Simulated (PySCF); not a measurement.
CCl2, SMILES `Cl[C]Cl`.

Method: CAM-B3LYP/cc-pVDZ; geometry: GFN2-xTB; program: PySCF. No frequency check shows the geometry to be a minimum. GFN2-xTB bond lengths at metals and heavier atoms can be off by up to 0.1 Å and shapes distorted, which carries into these values. Without diffuse functions Rydberg states are missing, so the states' numbers hold for this basis only.

Coordinates in Å:

```
Cl1      1.3937   -0.1386    0.0000
C2       0.0001    0.7855    0.0000
Cl3     -1.3938   -0.1386    0.0000
```

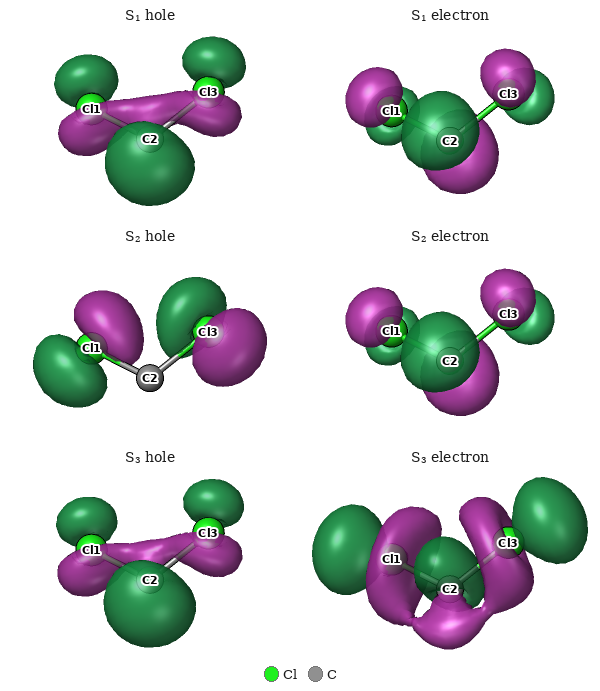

Leading natural transition orbitals (TDA singlet states).

Describe these excited states.

By state:
- S₁: 2.42 eV (512 nm), f = 0.007; the leading pair carries 100 %; hole on C2 (56 %) and Cl1 and Cl3 (22 % each), electron on C2 (60 %) and Cl1 and Cl3 (20 % each); their centroids lie 0.1 Å apart.
- S₂: 4.85 eV (256 nm), f = 0.000 (dark); the leading pair carries 100 %; hole on Cl1 and Cl3 (48 % each), electron on C2 (60 %) and Cl1 and Cl3 (20 % each); their centroids lie 0.6 Å apart.
- S₃: 6.20 eV (200 nm), f = 0.016, σ or n → σ*; the leading pair carries 94 %; hole on C2 (58 %) and Cl1 and Cl3 (21 % each), electron on C2 (36 %) and Cl1 and Cl3 (32 % each); their centroids lie 0.6 Å apart.

Run time: 13 s on 1 thread of AMD EPYC 7R13 Processor (Zen 3) (shared host), peak memory 0.28 GiB.
